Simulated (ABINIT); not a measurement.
**AgCl (Fm-3m): one start, several treatments of the self-energy**

Aim: compare treatments of exchange, screening and correlation for the gap of AgCl (Fm-3m).

Main program and level: ABINIT 10.8.3; PBE and many-body steps on it, plane waves.

### Step 1. The starting structure

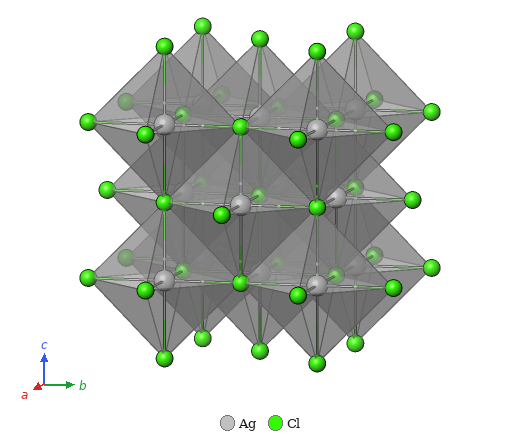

The starting structure, seen slightly off an axis (silver light grey, chlorine green). This picture shows the conventional cell, with its axes. Some periodic images of atoms are drawn too.

The cell and positions are those that the Materials Project relaxed with its own functionals (PBE, PBE+U or r2SCAN), kept fixed.

### Step 2. Empty states on the mesh, 6×6×6 mesh, 403 bands

This step: ABINIT 10.8.3; DFT, PBE, plane waves, norm-conserving pseudopotentials.

The sums over transitions need many empty states on a uniform mesh; this step solves for them.

The input, run.abi:

```
acell 3*1.0 Angstrom
rprim 
  0.000000000000 2.772662996800 2.772662996800
  2.772662996800 0.000000000000 2.772662996800
  2.772662996800 2.772662996800 0.000000000000
ntypat 2
znucl 47 17
natom 2
typat 1 2
xred 
  0.000000000000 0.000000000000 0.000000000000
  0.500000000000 0.500000000000 0.500000000000
pp_dirpath "pseudos"
pseudos "Ag.upf, Cl.upf"
ecut 37
ngkpt 6 6 6
nshiftk 1
shiftk 0 0 0
kptopt 1
chksymbreak 0
irdden 1
istwfk *1
nband 403
prtvol 0
optdriver 6
gwr_task "HDIAGO"
paral_kgb 0
occopt 1
indata_prefix "in"
outdata_prefix "out"
tmpdata_prefix "tmp"
```

Launch:

```bash
$ OMP_NUM_THREADS=1 mpirun -n 8 abinit run.abi > log
```

The program printed:

```text
.Version 10.8.3 of ABINIT. v10.8.2 released Aug 2026.

 Symmetries : space group Fm -3 m (#225); Bravais cF (face-center cubic)
[... echo of the input left out ...]
== DATASET  1 ==================================================================
-   mpi_nproc: 8, omp_nthreads: 1 (-1 if OMP is not activated)

--- !DatasetInfo
iteration_state: {dtset: 1, }
dimensions: {natom: 2, nkpt: 16, mband: 403, nsppol: 1, nspinor: 1, nspden: 1, mpw: 3119, }
cutoff_energies: {ecut:  37.0, pawecutdg:  -1.0, }
[...]
Indirect band gap semiconductor
 Fundamental gap:     0.913 (eV)
   VBM:     4.678 (eV) at k: [ 5.0000E-01,  0.0000E+00,  0.0000E+00]
   CBM:     5.591 (eV) at k: [ 0.0000E+00,  0.0000E+00,  0.0000E+00]
 Direct gap:         3.230 (eV) at k: [ 0.0000E+00,  0.0000E+00,  0.0000E+00]

== END DATASET(S) ==============================================================
================================================================================

 -outvars: echo values of variables after computation  --------
           etotal      0.0000000000E+00
            nband         403
             nkpt          16
          spgroup         225
 [... the other variables as echoed above ...]

 Calculation completed.
```

Run time: 46 s. Hardware: 8 MPI ranks of Arm Neoverse V2, shared host; peak memory 4.7 GiB; 6.1 min of CPU time.

Numbers from this step:

```yaml
gap: 0.9128 eV
k_of_the_valence_top: 0.5, 0, 0
k_of_the_conduction_bottom: 0, 0, 0
least_direct_gap: 3.230 eV
k_points_computed: 16
lowest_point_of_the_top_converged_band_above_the_valence_top: 238.2175 eV
```

On this mesh the gap is 0.913 eV.

The density comes from a self-consistent run that is not shown.

### Step 3. Screening, 6×6×6 mesh, 169 bands, screening to 212.2 eV

The RPA dielectric matrix is built and inverted for each q.

This step: RPA screening on PBE, plane waves, norm-conserving pseudopotentials.

Changes to run.abi since step 2:

```diff
@@ -20,10 +20,11 @@
 chksymbreak 0
-irdden 1
 istwfk *1
-nband 403
-prtvol 0
-optdriver 6
-gwr_task "HDIAGO"
-paral_kgb 0
 occopt 1
+irdwfk 1
+optdriver 3
+nband 169
+ecuteps 7.8
+inclvkb 2
+awtr 1
+symchi 1
 indata_prefix "in"
```

The program printed:

```text
.Version 10.8.3 of ABINIT. v10.8.2 released Aug 2026.

 Symmetries : space group Fm -3 m (#225); Bravais cF (face-center cubic)
[... echo of the input left out ...]
== DATASET  1 ==================================================================
-   mpi_nproc: 8, omp_nthreads: 1 (-1 if OMP is not activated)

--- !DatasetInfo
iteration_state: {dtset: 1, }
dimensions: {natom: 2, nkpt: 16, mband: 169, nsppol: 1, nspinor: 1, nspden: 1, mpw: 3119, }
cutoff_energies: {ecut:  37.0, pawecutdg:  -1.0, }
electrons: {nelect:   2.60000000E+01, charge:   0.00000000E+00, occopt:   1.00000000E+00, tsmear:   1.00000000E-02, }

 SCREENING: Calculation of the susceptibility and dielectric matrices

 Based on a program developped by R.W. Godby, V. Olevano, G. Onida, and L. Reining.
 Incorporated in ABINIT by V. Olevano, G.-M. Rignanese, and M. Torrent.
.Using double precision arithmetic ; gwpc =  8

[... cell and pseudopotentials left out ...]
--------------------------------------------------------------------------------

 ==== K-mesh for the wavefunctions ====
 Number of points in the irreducible wedge :    16
[... list of points left out ...]
 Together with 48 symmetry operations and time-reversal symmetry
 yields   216 points in the full Brillouin Zone.

 ==== Q-mesh for the screening function ====
 Number of points in the irreducible wedge :    16
[... list of points left out ...]
 Together with 48 symmetry operations and time-reversal symmetry
 yields   216 points in the full Brillouin Zone.

 setmesh: FFT mesh size selected  =    30x   30x   30
          total number of points  =        27000

 vcoul_init : cutoff-mode = AUXILIARY_FUNCTION
 q-points for optical limit:   1
     1)      0.000010    0.000020    0.000030

- screening: taking advantage of time-reversal symmetry
- Maximum band index for partially occupied states nbvw = 13
- Remaining bands to be divided among processors   nbcw = 156
- Number of bands treated by each node ~19

 Number of electrons calculated from density =   26.0000; Expected =   26.0000
 average of density, n =  0.090376
 r_s =    1.3824
 omega_plasma =   28.9990 [eV]

 calculating chi0 at frequencies [eV] :
  1    0.000000E+00    0.000000E+00
  2    0.000000E+00    2.899902E+01

--------------------------------------------------------------------------------
  q-point number  1        q = ( 0.000000, 0.000000, 0.000000) [r.l.u.]
--------------------------------------------------------------------------------
[... chi0 elements left out ...]
 For q-point:  0.000010 0.000020 0.000030
  dielectric constant =   4.9448
  dielectric constant without local fields =   5.4104

  Average fulfillment of the sum rule on Im[epsilon] for q-point    1 :     78.30  [%]
[... wings left out ...]
  q-point number  2        q = ( 0.166667, 0.000000, 0.000000) [r.l.u.]
--------------------------------------------------------------------------------
[... chi0 elements left out ...]
  Average fulfillment of the sum rule on Im[epsilon] for q-point    2 :     89.56  [%]

 [... 14 further q-points ...]
```

Elapsed: 2.9 min, on 8 MPI ranks; peak memory 2.9 GiB; 23 min of CPU time.

This step gave:

- ε∞ with local fields, on this mesh, along the program's q direction: 4.945
- the same without local fields: 5.410
- plasma frequency: 29.00 eV
- plane waves in the screening matrix: 307

Local fields lower ε∞ by 9 %.

### Step 4. G0W0, Godby-Needs plasmon pole

The self-energy is evaluated for the states that the input lists, and the levels follow from it, in one-shot runs by the linearised quasiparticle equation.

This step: G0W0 on PBE, plane waves, norm-conserving pseudopotentials.

Changes to run.abi since step 3:

```diff
@@ -23,8 +23,17 @@
 irdwfk 1
-optdriver 3
+optdriver 4
 nband 169
+gwcalctyp 0
+ecutsigx 37
+symsigma 1
+nkptgw 2
+kptgw 
+  0.5000000000 0.0000000000 0.0000000000
+  0.0000000000 0.0000000000 0.0000000000
+bdgw 
+  12 15
+  11 17
 ecuteps 7.8
-inclvkb 2
-awtr 1
-symchi 1
+irdscr 1
+ppmodel 1
 indata_prefix "in"
```

The program printed:

```text
.Version 10.8.3 of ABINIT. v10.8.2 released Aug 2026.

 Symmetries : space group Fm -3 m (#225); Bravais cF (face-center cubic)
[... echo of the input left out ...]
== DATASET  1 ==================================================================
-   mpi_nproc: 8, omp_nthreads: 1 (-1 if OMP is not activated)

--- !DatasetInfo
iteration_state: {dtset: 1, }
dimensions: {natom: 2, nkpt: 16, mband: 169, nsppol: 1, nspinor: 1, nspden: 1, mpw: 3119, }
cutoff_energies: {ecut:  37.0, pawecutdg:  -1.0, }
electrons: {nelect:   2.60000000E+01, charge:   0.00000000E+00, occopt:   1.00000000E+00, tsmear:   1.00000000E-02, }

 SIGMA: Calculation of the GW corrections

 Based on a program developped by R.W. Godby, V. Olevano, G. Onida, and L. Reining.
 Incorporated in ABINIT by V. Olevano, G.-M. Rignanese, and M. Torrent.
.Using double precision arithmetic ; gwpc =  8

[... cell and pseudopotentials left out ...]
--------------------------------------------------------------------------------

 ==== K-mesh for the wavefunctions ====
 Number of points in the irreducible wedge :    16
[... list of points left out ...]
 Together with 48 symmetry operations and time-reversal symmetry
 yields   216 points in the full Brillouin Zone.

 ==== Q-mesh for screening function ====
 Number of points in the irreducible wedge :    16
[... list of points left out ...]
 Together with 48 symmetry operations and time-reversal symmetry
 yields   216 points in the full Brillouin Zone.

 vcoul_init : cutoff-mode = AUXILIARY_FUNCTION
 q-points for optical limit:   1
     1)      0.000010    0.000020    0.000030
 setmesh: FFT mesh size selected  =    45x   45x   45
          total number of points  =        91125

 Number of electrons calculated from density =   26.0000; Expected =   26.0000
 average of density, n =  0.090376
 r_s =    1.3824
 omega_plasma =   28.9990 [eV]

 === KS Band Gaps ===
  >>>> For spin  1
   Minimum direct gap =   3.2296 [eV], located at k-point      :   0.0000  0.0000  0.0000
   Fundamental gap    =   0.9128 [eV], Top of valence bands at :   0.5000  0.0000  0.0000
                                       Bottom of conduction at :   0.0000  0.0000  0.0000
 SIGMA fundamental parameters:
 PLASMON POLE MODEL  1
 number of plane-waves for SigmaX                 3119
 number of plane-waves for SigmaC and W            307
 number of plane-waves for wavefunctions          3119
 number of bands                                   169
 number of independent spin polarizations            1
 number of spinorial components                      1
 number of k-points in IBZ                          16
 number of q-points in IBZ                          16
 number of symmetry operations                      48
 number of k-points in BZ                          216
 number of q-points in BZ                          216
 number of frequencies for dSigma/dE                 9
 frequency step for dSigma/dE [eV]                0.25
 number of omega for Sigma on real axis              0
 max omega for Sigma on real axis  [eV]           0.00
 zcut for avoiding poles [eV]                     0.10

 EPSILON^-1 parameters (SCR file):
 dimension of the eps^-1 matrix on file            307
 dimension of the eps^-1 matrix used               307
 number of plane-waves for wavefunctions          3119
 number of bands                                   169
 number of q-points in IBZ                          16
 number of frequencies                               2
 number of real frequencies                          1
 number of imag frequencies                          1

 matrix elements of self-energy operator (all in [eV])

 Perturbative Calculation

--- !SelfEnergy_ee
iteration_state: {dtset: 1, }
kpoint     : [   0.500,    0.000,    0.000, ]
spin       : 1
KS_gap     :    4.239
QP_gap     :    5.415
Delta_QP_KS:    1.176
data: !SigmaeeData |
     Band     E0 <VxcDFT>   SigX SigC(E0)      Z dSigC/dE  Sig(E)    E-E0       E
       12   4.678 -21.526 -26.477   3.630   0.796  -0.256 -22.577  -1.051   3.627
       13   4.678 -21.526 -26.477   3.630   0.796  -0.256 -22.577  -1.051   3.627
       14   8.917  -9.101  -4.939  -4.012   0.837  -0.194  -8.976   0.125   9.042
       15  11.220 -13.714  -7.722  -5.196   0.802  -0.247 -13.076   0.638  11.858

--- !SelfEnergy_ee
iteration_state: {dtset: 1, }
kpoint     : [   0.000,    0.000,    0.000, ]
spin       : 1
KS_gap     :    3.230
QP_gap     :    4.747
Delta_QP_KS:    1.517
data: !SigmaeeData |
     Band     E0 <VxcDFT>   SigX SigC(E0)      Z dSigC/dE  Sig(E)    E-E0       E
       11   2.361 -14.531 -18.773   2.592   0.790  -0.266 -15.834  -1.303   1.058
       12   2.361 -14.531 -18.773   2.592   0.790  -0.266 -15.834  -1.303   1.058
       13   2.361 -14.531 -18.773   2.592   0.790  -0.266 -15.834  -1.303   1.058
       14   5.591 -10.859  -6.734  -3.868   0.831  -0.204 -10.645   0.214   5.805
       15  15.379 -12.293  -6.949  -4.561   0.821  -0.218 -11.650   0.643  16.021
       16  15.379 -12.293  -6.949  -4.561   0.821  -0.218 -11.650   0.643  16.021
       17  15.379 -12.293  -6.949  -4.561   0.821  -0.218 -11.650   0.643  16.021

== END DATASET(S) ==============================================================
================================================================================

 -outvars: echo values of variables after computation  --------
           etotal      0.0000000000E+00
            nband         169
             nkpt          16
          spgroup         225
 [... the other variables as echoed above ...]

 Calculation completed.
```

Elapsed: 22 s, on 8 MPI ranks; peak memory 3 GiB.

This step gave:

* G0W0 gap on the points computed: 2.178 eV
* starting gap on the mesh: 0.9128 eV
* k of the valence top: 0.5, 0, 0
* k of the conduction bottom: 0, 0, 0
* Z at the valence top: 0.796
* Z at the conduction bottom: 0.831
* least direct G0W0 gap on the computed points: 4.747 eV

The gap on the mesh goes from 0.91 eV to 2.18 eV, a correction of +1.27 eV.

### Step 5. G0W0, Hybertsen-Louie plasmon pole

Changes to run.abi since step 4:

```diff
@@ -37,3 +37,3 @@
 irdscr 1
-ppmodel 1
+ppmodel 2
 indata_prefix "in"
```

The program printed:

```text
.Version 10.8.3 of ABINIT. v10.8.2 released Aug 2026.

 Symmetries : space group Fm -3 m (#225); Bravais cF (face-center cubic)
[... echo of the input left out ...]
== DATASET  1 ==================================================================
-   mpi_nproc: 8, omp_nthreads: 1 (-1 if OMP is not activated)

--- !DatasetInfo
iteration_state: {dtset: 1, }
dimensions: {natom: 2, nkpt: 16, mband: 169, nsppol: 1, nspinor: 1, nspden: 1, mpw: 3119, }
cutoff_energies: {ecut:  37.0, pawecutdg:  -1.0, }
electrons: {nelect:   2.60000000E+01, charge:   0.00000000E+00, occopt:   1.00000000E+00, tsmear:   1.00000000E-02, }

 SIGMA: Calculation of the GW corrections

 Based on a program developped by R.W. Godby, V. Olevano, G. Onida, and L. Reining.
 Incorporated in ABINIT by V. Olevano, G.-M. Rignanese, and M. Torrent.
.Using double precision arithmetic ; gwpc =  8

[... cell and pseudopotentials left out ...]
--------------------------------------------------------------------------------

 ==== K-mesh for the wavefunctions ====
 Number of points in the irreducible wedge :    16
[... list of points left out ...]
 Together with 48 symmetry operations and time-reversal symmetry
 yields   216 points in the full Brillouin Zone.

 ==== Q-mesh for screening function ====
 Number of points in the irreducible wedge :    16
[... list of points left out ...]
 Together with 48 symmetry operations and time-reversal symmetry
 yields   216 points in the full Brillouin Zone.

 vcoul_init : cutoff-mode = AUXILIARY_FUNCTION
 q-points for optical limit:   1
     1)      0.000010    0.000020    0.000030
 setmesh: FFT mesh size selected  =    45x   45x   45
          total number of points  =        91125

 Number of electrons calculated from density =   26.0000; Expected =   26.0000
[...]
number of omega for Sigma on real axis              0
 max omega for Sigma on real axis  [eV]           0.00
 zcut for avoiding poles [eV]                     0.10

 EPSILON^-1 parameters (SCR file):
 dimension of the eps^-1 matrix on file            307
 dimension of the eps^-1 matrix used               307
 number of plane-waves for wavefunctions          3119
 number of bands                                   169
 number of q-points in IBZ                          16
 number of frequencies                               2
 number of real frequencies                          1
 number of imag frequencies                          1

 matrix elements of self-energy operator (all in [eV])

 Perturbative Calculation

--- !SelfEnergy_ee
iteration_state: {dtset: 1, }
kpoint     : [   0.500,    0.000,    0.000, ]
spin       : 1
KS_gap     :    4.239
QP_gap     :    5.498
Delta_QP_KS:    1.259
data: !SigmaeeData |
     Band     E0 <VxcDFT>   SigX SigC(E0)      Z dSigC/dE  Sig(E)    E-E0       E
       12   4.678 -21.526 -26.477   3.243   0.850  -0.176 -22.978  -1.452   3.227
       13   4.678 -21.526 -26.477   3.243   0.850  -0.176 -22.978  -1.452   3.227
       14   8.917  -9.101  -4.939  -4.381   0.877  -0.140  -9.293  -0.192   8.725
[...]
--- !SelfEnergy_ee
iteration_state: {dtset: 1, }
kpoint     : [   0.000,    0.000,    0.000, ]
spin       : 1
KS_gap     :    3.230
QP_gap     :    4.956
Delta_QP_KS:    1.726
data: !SigmaeeData |
     Band     E0 <VxcDFT>   SigX SigC(E0)      Z dSigC/dE  Sig(E)    E-E0       E
[...]
16  15.379 -12.293  -6.949  -4.807   0.869  -0.151 -11.826   0.466  15.845
       17  15.379 -12.293  -6.949  -4.807   0.869  -0.151 -11.826   0.466  15.845

== END DATASET(S) ==============================================================
================================================================================

 -outvars: echo values of variables after computation  --------
           etotal      0.0000000000E+00
            nband         169
             nkpt          16
          spgroup         225
 [... the other variables as echoed above ...]

 Calculation completed.
```

The job ended after 22 s (8 MPI ranks; peak memory 2.8 GiB).

This step gave:

| Quantity | Value |
| --- | --- |
| G0W0 gap on the points computed | 2.151 eV |
| starting gap on the mesh | 0.9128 eV |
| k of the valence top | 0.5, 0, 0 |
| k of the conduction bottom | 0, 0, 0 |
| Z at the valence top | 0.85 |
| Z at the conduction bottom | 0.872 |
| least direct G0W0 gap on the computed points | 4.956 eV |

Against G0W0 in ABINIT (6×6×6 mesh, 169 bands, screening to 212.2 eV, Godby-Needs plasmon pole), the gap moves by −0.027 eV.

### Step 6. G0W0, von der Linden-Horsch plasmon pole

Changes to run.abi since step 5:

```diff
@@ -37,3 +37,3 @@
 irdscr 1
-ppmodel 2
+ppmodel 3
 indata_prefix "in"
```

The program printed:

```text
.Version 10.8.3 of ABINIT. v10.8.2 released Aug 2026.

 Symmetries : space group Fm -3 m (#225); Bravais cF (face-center cubic)
[... echo of the input left out ...]
== DATASET  1 ==================================================================
-   mpi_nproc: 8, omp_nthreads: 1 (-1 if OMP is not activated)

--- !DatasetInfo
iteration_state: {dtset: 1, }
dimensions: {natom: 2, nkpt: 16, mband: 169, nsppol: 1, nspinor: 1, nspden: 1, mpw: 3119, }
cutoff_energies: {ecut:  37.0, pawecutdg:  -1.0, }
[...]
Band     E0 <VxcDFT>   SigX SigC(E0)      Z dSigC/dE  Sig(E)    E-E0       E
[...]
16  15.379 -12.293  -6.949  -4.969   0.888  -0.127 -11.960   0.333  15.711
       17  15.379 -12.293  -6.949  -4.969   0.888  -0.127 -11.960   0.333  15.711

== END DATASET(S) ==============================================================
================================================================================

 -outvars: echo values of variables after computation  --------
           etotal      0.0000000000E+00
            nband         169
             nkpt          16
          spgroup         225
 [... the other variables as echoed above ...]

 Calculation completed.
```

Wall time 11 s (8 MPI ranks); peak memory 2.6 GiB; 87 s of CPU time.

Numbers from this step:

* G0W0 gap on the points computed: 2.015 eV
* starting gap on the mesh: 0.9128 eV
* k of the valence top: 0.5, 0, 0
* k of the conduction bottom: 0, 0, 0
* least direct G0W0 gap on the computed points: 4.852 eV

Against G0W0 in ABINIT (6×6×6 mesh, 169 bands, screening to 212.2 eV, Godby-Needs plasmon pole), the gap moves by −0.163 eV.

(Continued in part 2 of 2.)

[Paths, hosts, dates, memory and timing lines, banners, echoed tables and standing remarks are left out of the program output.]

[Logs are printed without paths, hosts, clocks, repeated set-up lines and the standing remarks that a program may print on its own settings, such as how far it seeks lower states.]

[Runs of the session that timed out or met a known fault of the program may be left out.]

[Hosts, paths, dates, database ids (printed as entryN), source tags and the programs' standing remarks are cut or masked in the printed files.]

[G0W0 gaps are taken among the corrected bands and points alone; a level outside them can change the order at an edge.]

[Where Ansatz stands beside ABINIT at settings called matched, ABINIT's density can come from a denser mesh and the files from another edition; pairs whose starting gaps differed by over 0.03 eV were left out, so agreement reads better than it is.]
